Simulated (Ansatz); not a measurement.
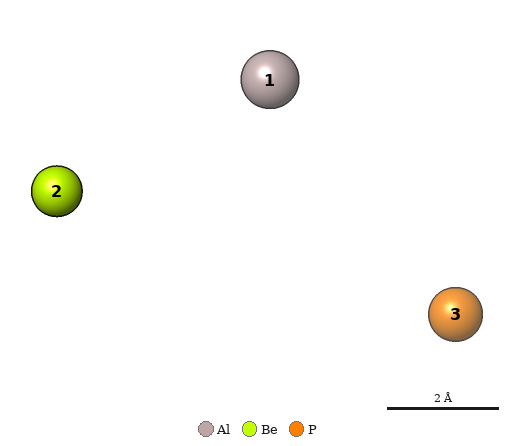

(Drawn from a calculation with Ansatz.)

Orthographic view. Depth is shown by fading: the farther an atom, the more it takes the colour of the background. State: neutral, triplet. Geometry: a fixed input geometry, not necessarily a minimum.

Give the distance matrix in Å.

| atom | Al1 | Be2 | P3 |
| --- | --- | --- | --- |
| Al1 | 0.00 |  |  |
| Be2 | 5.24 | 0.00 |  |
| P3 | 5.51 | 8.53 | 0.00 |

The spin state was imposed, and no run here compares it with a lower spin, which may lie lower.
